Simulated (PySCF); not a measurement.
C3H5NSe, SMILES `N#CCC[SeH]`.

PySCF calculation, ωB97X/aug-cc-pVDZ, gas phase; geometry: GFN2-xTB. No frequency check shows the geometry to be a minimum. GFN2-xTB bond lengths at metals and heavier atoms can be off by up to 0.1 Å and shapes distorted, which carries into these values.

Coordinates in Å:

```
N1      -3.7175    0.2544    0.0288
C2      -2.6467   -0.1412   -0.0195
C3      -1.2845   -0.6104   -0.0730
C4      -0.3250    0.5670    0.0745
Se5      1.5648    0.0055   -0.0373
H6      -1.1327   -1.3357    0.7328
H7      -1.1239   -1.1175   -1.0292
H8      -0.4582    1.2838   -0.7380
H9      -0.4671    1.0817    1.0258
H10      1.5387   -0.7730    1.1843
```

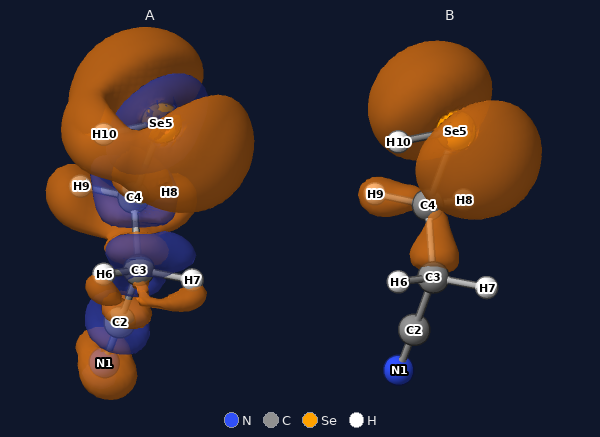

The Fukui function f⁻ from two separate SCF calculations and the density of the HOMO, at ±0.015 e/Å³ (orange positive, blue negative).

> Which panel is which, and how good is the frozen-orbital picture?

A is f⁻ (it has negative regions), B the HOMO density. The HOMO lies on Se5 (84 %); f⁻ (Hirshfeld-condensed) is largest on Se5 (0.62); the vertical ionisation energy is 9.45 eV (the stability of the cation's solution wasn't checked). Relaxation shifts 22 % of the electron between atoms. The orbital energy is −9.44 eV.
